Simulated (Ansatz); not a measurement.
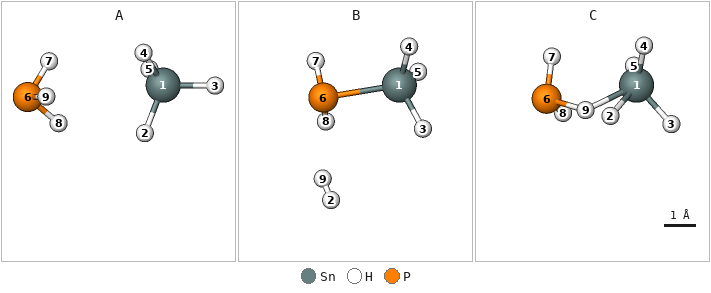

3 geometries from a converged minimum-energy path of SnPH$_{7}$, made up at the start of SnH$_{4}$ and PH3, shuffled. A ball-and-stick model, seen at a tilt.

All numbers below come from Ansatz 0.2.0, RKS PBE/def2-SVP. Settings: 7 movable images; climbing image; force threshold 0.05 eV/Å; iteration limit 60; starting path through a guess of the saddle point.

One of them is the converged climbing image. Which?

C. In order along the path, whose images run from 0 to 8: A (image 1, −0.01 eV), C (image 4, +2.44 eV), B (image 8, −0.13 eV). Breaking: P6–H9 (1.44 → 1.80 at the top → 3.08 Å), Sn1–H2 (1.72 → 2.02 at the top → 4.70 Å). Forming: H2–H9 (3.24 → 1.10 at the top → 0.77 Å), Sn1–P6 (4.69 → 3.04 at the top → 2.55 Å).

Limits of the set-up: the start holds two separate molecules, 3.2 Å apart at their closest, whose relative position is a soft coordinate and is computed without a dispersion correction.

The run took 3.1 min on 2 threads of Arm Neoverse V1, with other jobs on the host, peak memory 0.12 GiB.
